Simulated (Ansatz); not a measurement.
# Run report: CH₂NSi, geometry relaxation

CH₂NSi, multiplicity 2, computed with UKS PBE-D4/def2-SVP (Ansatz 0.2.0).

Figures and captions count atoms from 1; the log counts them from 0 in places.

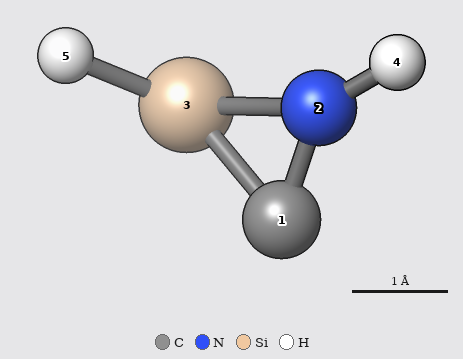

*The input geometry (ball-and-stick view, seen at a tilt; atoms are numbered from 1 in the order of the input).*

The input:
```yaml
crystal:
  periodic: [false, false, false]
  atoms:
    - {symbol: C, position_ang: [-0.536386, -0.579332, -0.176250]}
    - {symbol: N, position_ang: [-0.076576, -0.476764, 1.007124]}
    - {symbol: Si, position_ang: [1.012231, 0.313860, -0.198574]}
    - {symbol: H, position_ang: [-0.163084, -0.929351, 1.917114]}
    - {symbol: H, position_ang: [1.043952, 1.810788, -0.096870]}
basis:
  gaussian: {orbitals: def2-SVP}
magnetization: {spin_polarized: true, initial_magnetization: 1}
hamiltonian: {xc: pbe, dispersion: d4}
relax: {f_tol: 0.03, max_steps: 250}
```

Machine: 2 threads of Arm Neoverse V2, 95 GiB of memory available, shared host.

Launched with:
```bash
ansatz run in.yaml --threads 2 --pin off --events-out ev --progress --plain --max-ram 4352MiB
```

Log:
```
Functional definition: PBE
  name "PBE"
  cite "Perdew, Burke & Ernzerhof, Phys. Rev. Lett. 77, 3865 (1996) doi:10.1103/PhysRevLett.77.3865"
  parent pbe
  parameter kappa = 0.804
  parameter beta = 0.06672455060314922
  exchange = pbe_x(kappa = kappa, mu = beta*pi^2/3)
  correlation = pbe_c(beta = beta)
642 factors; their error is unknown
mean field evaluation 1: about -10409.2444 eV, gradient 4.5e1 eV
mean field evaluation 2: about -10325.4319 eV, gradient 1.2e2 eV
mean field evaluation 4: about -10415.1560 eV, gradient 2.6e1 eV
mean field evaluation 8: about -10420.8440 eV, gradient 3.9e-1 eV
mean field evaluation 16: about -10420.7912 eV, gradient 1.5e-2 eV
mean field evaluation 32: about -10420.7223 eV, gradient 2.0e0 eV
mean field -10420.79120741 eV, -382.9570134063 hartree, gradient 2.9e-5 eV, S^2 0.753602; 5 other end points of the search recorded, 0 dependent functions left out
the calculation of the forces begins
reference -10420.79123510 eV, -382.9570144240 hartree; 15, 14 occupied and 41, 42 virtual orbitals, 642 factors
relax step   1: F+E_penalty+E_count = -10420.87996270 eV  Δ(F+E_penalty+E_count) = +0.000e0 eV  max|allowed force component| = 4.056e0 eV/Å  Δτ_max = 0.0000 Å  (95 SCF iters, accepted)
these checks for a lower state are left out or cut short: starts, cluster_reference, orbital_swaps, neighbouring_geometries, increment
642 factors; their error is unknown
mean field -10421.24817152 eV, -382.9738065277 hartree, gradient 2.3e-5 eV, S^2 0.755867; 0 other end points of the search recorded, 0 dependent functions left out
the calculation of the forces begins
reference -10421.24819964 eV, -382.9738075609 hartree; 15, 14 occupied and 41, 42 virtual orbitals, 642 factors
relax step   2: F+E_penalty+E_count = -10421.33689238 eV  Δ(F+E_penalty+E_count) = -4.569e-1 eV  max|allowed force component| = 2.139e0 eV/Å  Δτ_max = 0.1760 Å  (40 SCF iters, accepted)
these checks for a lower state are left out or cut short: starts, cluster_reference, orbital_swaps, neighbouring_geometries, increment
642 factors; their error is unknown
mean field -10421.46975034 eV, -382.9819493990 hartree, gradient 1.1e-5 eV, S^2 0.760805; 0 other end points of the search recorded, 0 dependent functions left out
the calculation of the forces begins
reference -10421.46977855 eV, -382.9819504357 hartree; 15, 14 occupied and 41, 42 virtual orbitals, 642 factors
relax step   3: F+E_penalty+E_count = -10421.55859917 eV  Δ(F+E_penalty+E_count) = -2.217e-1 eV  max|allowed force component| = 1.317e0 eV/Å  Δτ_max = 0.1372 Å  (40 SCF iters, accepted)
these checks for a lower state are left out or cut short: starts, cluster_reference, orbital_swaps, neighbouring_geometries, increment
642 factors; their error is unknown
mean field evaluation 64: about -10421.5249 eV, gradient 1.1e-3 eV
mean field -10421.52491453 eV, -382.9839766456 hartree, gradient 2.3e-5 eV, S^2 0.763023; 0 other end points of the search recorded, 0 dependent functions left out
the calculation of the forces begins
reference -10421.52494261 eV, -382.9839776776 hartree; 15, 14 occupied and 41, 42 virtual orbitals, 642 factors
relax step   4: F+E_penalty+E_count = -10421.61315563 eV  Δ(F+E_penalty+E_count) = -5.456e-2 eV  max|allowed force component| = 9.868e-1 eV/Å  Δτ_max = 0.0893 Å  (39 SCF iters, accepted)
these checks for a lower state are left out or cut short: starts, cluster_reference, orbital_swaps, neighbouring_geometries, increment
642 factors; their error is unknown
mean field -10421.56805584 eV, -382.9855620596 hartree, gradient 3.1e-5 eV, S^2 0.763079; 0 other end points of the search recorded, 0 dependent functions left out
the calculation of the forces begins
reference -10421.56808389 eV, -382.9855630903 hartree; 15, 14 occupied and 41, 42 virtual orbitals, 642 factors
relax step   5: F+E_penalty+E_count = -10421.65654069 eV  Δ(F+E_penalty+E_count) = -4.339e-2 eV  max|allowed force component| = 3.317e-1 eV/Å  Δτ_max = 0.0677 Å  (34 SCF iters, accepted)
these checks for a lower state are left out or cut short: starts, cluster_reference, orbital_swaps, neighbouring_geometries, increment
642 factors; their error is unknown
mean field -10421.57577055 eV, -382.9858455700 hartree, gradient 2.7e-5 eV, S^2 0.762864; 0 other end points of the search recorded, 0 dependent functions left out
the calculation of the forces begins
reference -10421.57579862 eV, -382.9858466014 hartree; 15, 14 occupied and 41, 42 virtual orbitals, 642 factors
relax step   6: F+E_penalty+E_count = -10421.66426632 eV  Δ(F+E_penalty+E_count) = -7.726e-3 eV  max|allowed force component| = 1.899e-1 eV/Å  Δτ_max = 0.0458 Å  (33 SCF iters, accepted)
these checks for a lower state are left out or cut short: starts, cluster_reference, orbital_swaps, neighbouring_geometries, increment
642 factors; their error is unknown
mean field -10421.57982851 eV, -382.9859946973 hartree, gradient 1.8e-5 eV, S^2 0.762220; 0 other end points of the search recorded, 0 dependent functions left out
the calculation of the forces begins
reference -10421.57985655 eV, -382.9859957278 hartree; 15, 14 occupied and 41, 42 virtual orbitals, 642 factors
relax step   7: F+E_penalty+E_count = -10421.66835709 eV  Δ(F+E_penalty+E_count) = -4.091e-3 eV  max|allowed force component| = 1.568e-1 eV/Å  Δτ_max = 0.0348 Å  (34 SCF iters, accepted)
these checks for a lower state are left out or cut short: starts, cluster_reference, orbital_swaps, neighbouring_geometries, increment
642 factors; their error is unknown
mean field -10421.58539285 eV, -382.9861991828 hartree, gradient 6.2e-5 eV, S^2 0.760488; 0 other end points of the search recorded, 0 dependent functions left out
the calculation of the forces begins
reference -10421.58542082 eV, -382.9862002109 hartree; 15, 14 occupied and 41, 42 virtual orbitals, 642 factors
relax step   8: F+E_penalty+E_count = -10421.67390945 eV  Δ(F+E_penalty+E_count) = -5.552e-3 eV  max|allowed force component| = 1.620e-1 eV/Å  Δτ_max = 0.0695 Å  (34 SCF iters, accepted)
these checks for a lower state are left out or cut short: starts, cluster_reference, orbital_swaps, neighbouring_geometries, increment
642 factors; their error is unknown
mean field evaluation 96: about -10421.6342 eV, gradient 3.4e-1 eV
mean field -10421.58412594 eV, -382.9861526248 hartree, gradient 1.4e-5 eV, S^2 0.758135; 0 other end points of the search recorded, 0 dependent functions left out
the calculation of the forces begins
reference -10421.58415398 eV, -382.9861536554 hartree; 15, 14 occupied and 41, 42 virtual orbitals, 642 factors
relax step   9: F+E_penalty+E_count = -10421.67262611 eV  Δ(F+E_penalty+E_count) = +1.283e-3 eV  max|allowed force component| = 4.519e-1 eV/Å  Δτ_max = 0.0868 Å  (40 SCF iters, rejected (line search))
these checks for a lower state are left out or cut short: starts, cluster_reference, orbital_swaps, neighbouring_geometries, increment
642 factors; their error is unknown
mean field -10421.58759881 eV, -382.9862802504 hartree, gradient 1.2e-5 eV, S^2 0.760345; 0 other end points of the search recorded, 0 dependent functions left out
the calculation of the forces begins
reference -10421.58762687 eV, -382.9862812818 hartree; 15, 14 occupied and 41, 42 virtual orbitals, 642 factors
relax step  10: F+E_penalty+E_count = -10421.67596011 eV  Δ(F+E_penalty+E_count) = -2.051e-3 eV  max|allowed force component| = 1.949e-1 eV/Å  Δτ_max = 0.0418 Å  (35 SCF iters, accepted)
these checks for a lower state are left out or cut short: starts, cluster_reference, orbital_swaps, neighbouring_geometries, increment
642 factors; their error is unknown
mean field -10421.58985557 eV, -382.9863631847 hartree, gradient 1.1e-5 eV, S^2 0.759446; 0 other end points of the search recorded, 0 dependent functions left out
the calculation of the forces begins
reference -10421.58988364 eV, -382.9863642164 hartree; 15, 14 occupied and 41, 42 virtual orbitals, 642 factors
relax step  11: F+E_penalty+E_count = -10421.67824129 eV  Δ(F+E_penalty+E_count) = -2.281e-3 eV  max|allowed force component| = 5.683e-2 eV/Å  Δτ_max = 0.0209 Å  (36 SCF iters, accepted)
these checks for a lower state are left out or cut short: starts, cluster_reference, orbital_swaps, neighbouring_geometries, increment
642 factors; their error is unknown
mean field -10421.59011804 eV, -382.9863728306 hartree, gradient 1.8e-5 eV, S^2 0.759211; 0 other end points of the search recorded, 0 dependent functions left out
the calculation of the forces begins
reference -10421.59014612 eV, -382.9863738623 hartree; 15, 14 occupied and 41, 42 virtual orbitals, 642 factors
relax step  12: F+E_penalty+E_count = -10421.67850503 eV  Δ(F+E_penalty+E_count) = -2.637e-4 eV  max|allowed force component| = 2.686e-2 eV/Å  Δτ_max = 0.0087 Å  (36 SCF iters, accepted)
642 factors; their error is unknown
mean field evaluation 128: about -10421.2410 eV, gradient 6.4e0 eV
```

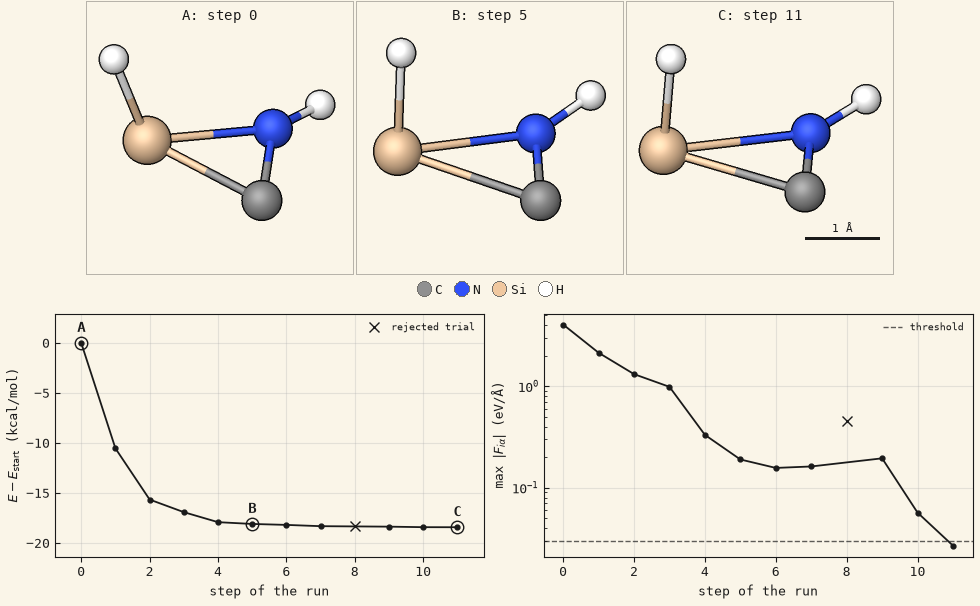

*Frames of the relaxation (ball-and-stick view, seen at a tilt) above the curves, on which the letters mark them (the first geometry is step 0 here and step 1 in the log).*

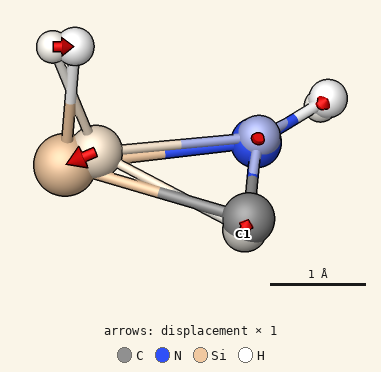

*Start (faint) and end (solid) with the displacements as red arrows, at true length (ball-and-stick view, seen at a tilt). The two geometries are laid on each other by the best rigid fit.*

The atom that moves furthest after the best rigid fit is Si3 (0.35 Å). Largest moves by element: Si 0.35 Å, H 0.23 Å, C 0.13 Å, N 0.12 Å. Among the contacts that change: N2–Si3 1.807 → 2.115 Å, C1–Si3 1.788 → 2.043 Å, Si3–H5 1.501 → 1.553 Å, C1–N2 1.274 → 1.248 Å. Among the angles that change: C1–Si3–H5 121.0° → 93.5°, N2–Si3–H5 113.8° → 91.1°, C1–Si3–N2 41.5° → 34.9°. The energy falls by 18.4 kcal/mol in 11 geometry steps. Largest force component: 4.1 eV/Å at the start, 0.027 eV/Å at the end. The line search rejected the trial step at point 8 (counted from 0) and went back. (Atoms are counted from 1 in the order of the input.)

```
mean field -10421.59011804 eV, -382.9863728306 hartree, gradient 2.2e-5 eV, S^2 0.759211; 2 other end points of the search recorded, 0 dependent functions left out
the calculation of the forces begins
reference -10421.59014612 eV, -382.9863738623 hartree; 15, 14 occupied and 41, 42 virtual orbitals, 642 factors
Total energy: -10421.67853311 eV, -382.9896220243 hartree
Atom 0 at    -0.598352    -0.469824    -0.084399 Å, force     0.004229     0.003032    -0.000946 eV/Å
Atom 1 at     0.005081    -0.577030     1.003240 Å, force     0.026863     0.000346     0.014613 eV/Å
Atom 2 at     1.254548     0.305943    -0.456810 Å, force    -0.016792     0.009333    -0.001469 eV/Å
Atom 3 at    -0.240806    -0.849006     1.967095 Å, force    -0.019418    -0.003400    -0.007157 eV/Å
Atom 4 at     0.859666     1.729118     0.023417 Å, force     0.005118    -0.009310    -0.005042 eV/Å
Dipole moment:    -0.096019    -0.115626     0.496177 e Å
```

Trajectory as extended XYZ (Å, eV, eV/Å), 12 frames, from step=1 to step=12:
```
5
Properties=species:S:1:pos:R:3:forces:R:3 step=1 energy=-10420.87996
C    -0.5364   -0.5793   -0.1762   -4.0560  -2.2621  -1.4780
N    -0.0766   -0.4768    1.0071    1.8554   0.5088   1.3666
Si    1.0122    0.3139   -0.1986    3.1862   1.3654  -0.8300
H    -0.1631   -0.9294    1.9171   -0.8487  -0.0369   0.4090
H     1.0440    1.8108   -0.0969   -0.1369   0.4249   0.5323
5
Properties=species:S:1:pos:R:3:forces:R:3 step=2 energy=-10421.33689
C    -0.5796   -0.6719   -0.1984   -1.9341  -1.1070   0.6538
N    -0.0143   -0.4849    0.9582    0.3678  -0.1072   0.3626
Si    1.0099    0.2919   -0.3308    2.1390   1.3810  -0.5681
H    -0.1697   -0.7854    1.9460   -0.4064   0.0815  -0.5369
H     1.0339    1.7895    0.0776   -0.1662  -0.2482   0.0886
5
Properties=species:S:1:pos:R:3:forces:R:3 step=3 energy=-10421.55860
C    -0.6453   -0.6903   -0.1725    0.3577  -0.0633   1.3168
N     0.0644   -0.5202    0.9170   -1.1213  -0.3451  -0.1167
Si    1.0784    0.2871   -0.4079    0.6481   0.6756  -0.3081
H    -0.1885   -0.6703    1.9302    0.0966  -0.0025  -0.7687
H     0.9711    1.7330    0.1856    0.0190  -0.2647  -0.1233
5
Properties=species:S:1:pos:R:3:forces:R:3 step=4 energy=-10421.61316
C    -0.6166   -0.7061   -0.1423    0.1684   0.1526   0.9868
N     0.0312   -0.5172    0.9532   -0.4505  -0.0909  -0.5754
Si    1.0942    0.3384   -0.4792    0.3310  -0.0971   0.1394
H    -0.2293   -0.7144    1.9498    0.1514   0.0508  -0.5480
H     1.0006    1.7385    0.1709   -0.2003  -0.0154  -0.0028
5
Properties=species:S:1:pos:R:3:forces:R:3 step=5 energy=-10421.65654
C    -0.6349   -0.6570   -0.1166    0.2166   0.1343   0.2566
N     0.0393   -0.5165    0.9481   -0.3317  -0.1725  -0.1704
Si    1.1590    0.3210   -0.4817    0.0041  -0.0419   0.1082
H    -0.2230   -0.7173    1.9334    0.1461   0.0593  -0.1389
H     0.9397    1.7090    0.1693   -0.0350   0.0208  -0.0554
5
Properties=species:S:1:pos:R:3:forces:R:3 step=6 energy=-10421.66427
C    -0.6417   -0.6170   -0.1068    0.1513   0.0780  -0.0041
N     0.0381   -0.5401    0.9533   -0.1899  -0.0312  -0.0378
Si    1.1836    0.3136   -0.4563    0.0019  -0.0309  -0.0529
H    -0.2228   -0.7422    1.9325    0.0735   0.0051   0.0757
H     0.9229    1.7249    0.1298   -0.0368  -0.0210   0.0191
5
Properties=species:S:1:pos:R:3:forces:R:3 step=7 energy=-10421.66836
C    -0.6343   -0.5834   -0.1015    0.0552   0.0510  -0.1568
N     0.0347   -0.5461    0.9600   -0.0868  -0.0406   0.0534
Si    1.2048    0.3092   -0.4615   -0.0229  -0.0124  -0.0322
H    -0.2239   -0.7534    1.9362    0.0529  -0.0158   0.1425
H     0.8988    1.7128    0.1195    0.0015   0.0178  -0.0070
5
Properties=species:S:1:pos:R:3:forces:R:3 step=8 energy=-10421.67391
C    -0.6188   -0.5160   -0.0953    0.1519   0.0142   0.0546
N     0.0232   -0.5640    0.9796   -0.1182  -0.0193  -0.1620
Si    1.2406    0.3031   -0.4624   -0.0889   0.0236   0.0208
H    -0.2288   -0.7921    1.9511    0.0038  -0.0385   0.1289
H     0.8640    1.7082    0.0796    0.0514   0.0200  -0.0422
5
Properties=species:S:1:pos:R:3:forces:R:3 step=9 energy=-10421.67263 accepted=F
C    -0.5924   -0.4340   -0.0845    0.2597  -0.1110   0.4426
N     0.0033   -0.5873    1.0083   -0.1409   0.0800  -0.4519
Si    1.2759    0.3002   -0.4611   -0.1765   0.0683   0.1030
H    -0.2403   -0.8548    1.9734   -0.0476  -0.0152  -0.0329
H     0.8335    1.7151    0.0164    0.1053  -0.0221  -0.0608
5
Properties=species:S:1:pos:R:3:forces:R:3 step=10 energy=-10421.67596
C    -0.6009   -0.4957   -0.0979   -0.0154  -0.0297   0.1949
N     0.0081   -0.5658    0.9949   -0.0834  -0.0502   0.0030
Si    1.2339    0.3036   -0.4548    0.1262   0.0500  -0.0571
H    -0.2337   -0.8309    1.9657   -0.0080   0.0353  -0.1400
H     0.8727    1.7280    0.0446   -0.0194  -0.0054  -0.0008
5
Properties=species:S:1:pos:R:3:forces:R:3 step=11 energy=-10421.67824
C    -0.5980   -0.4782   -0.0869   -0.0163   0.0143  -0.0128
N     0.0030   -0.5740    1.0026    0.0568  -0.0061   0.0352
Si    1.2520    0.3076   -0.4619   -0.0224   0.0048   0.0244
H    -0.2400   -0.8447    1.9681   -0.0188   0.0008  -0.0307
H     0.8632    1.7286    0.0306    0.0007  -0.0138  -0.0161
5
Properties=species:S:1:pos:R:3:forces:R:3 step=12 energy=-10421.67850
C    -0.5984   -0.4698   -0.0844    0.0042   0.0030  -0.0009
N     0.0051   -0.5770    1.0032    0.0269   0.0003   0.0146
Si    1.2545    0.3059   -0.4568   -0.0168   0.0093  -0.0015
H    -0.2408   -0.8490    1.9671   -0.0194  -0.0034  -0.0072
H     0.8597    1.7291    0.0234    0.0051  -0.0093  -0.0050
```

Results in brief:

- outcome: converged
- total energy: −10421.6785 eV
- mean-field energy: −10421.5901 eV
- dispersion energy: −0.0884 eV
- ⟨S²⟩: 0.759
- SCF solution under orbital rotations: stable
- largest force (length of the vector) at the end: 0.031 eV/Å
- dipole moment: 2.49 D
- wall time: 14 s (CPU time 25 s)
- peak memory: 0.14 GiB
